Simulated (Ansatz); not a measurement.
```xyz
4

C     0.5371    0.1736   -0.3750
B     0.7070    1.5712    0.2278
N     0.5425   -0.8892   -0.8680
H    -0.3710    1.9330    0.6721
```

Geometry: PBE0-D4/def2-TZVPD; the highest occupied orbital lies above zero, a sign that basis and functional describe the outermost electron poorly.

Level of theory: isolated molecule in a Gaussian basis; Kohn-Sham density functional theory, functional PBE0 in Ansatz.

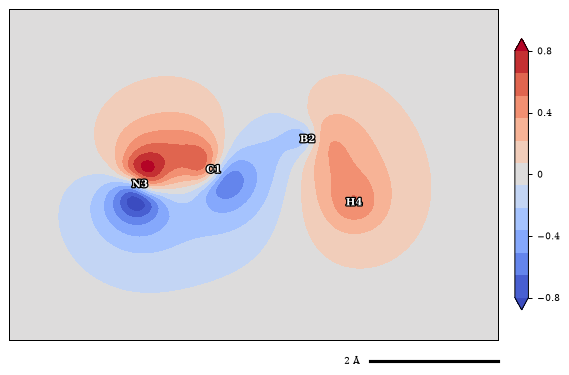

CHBN (SMILES B=C=[N-]) (charge −1). The HOMO−1 on the molecular plane (values in Å⁻³ᐟ²; the overall sign is arbitrary).

Question: Where does this orbital lie, and at what energy?

Answer: It lies mainly on N3 (about 40 %), C1 (about 30 %), B2 (about 20 %) and H4 (about 15 %); it is symmetric in the molecular plane (an in-plane orbital: σ, lone-pair or in-plane π type). Its energy is −4.09 eV.
